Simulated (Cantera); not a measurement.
A closed system holds: 1 mol Si, 0.024 mol H₂O, 190 mol H₂, at 0.170 bar.

Method: chemical equilibrium by Gibbs-energy minimisation in Cantera with the NASA 1993 tables (ideal gas, pure condensed phases). Candidate condensed phases: H₂O, Si, SiO₂; 18 gas species. Gases not in the tables: Si₂H₆ and higher silanes. The numbers say what is thermodynamically allowed, not how fast it happens.

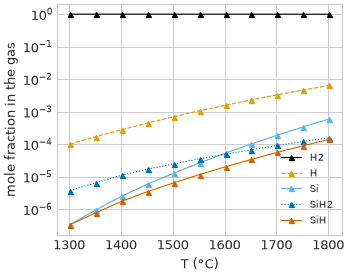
*Equilibrium gas composition (values under 1e-9 drawn at 1e-9)*

### Question
Read off the mole fractions at 1402 °C.

### Answer
H₂ about 1.00, H about 0.00028, SiH₂ about 1.1e-5, Si about 2.6e-6, SiH about 1.8e-6.
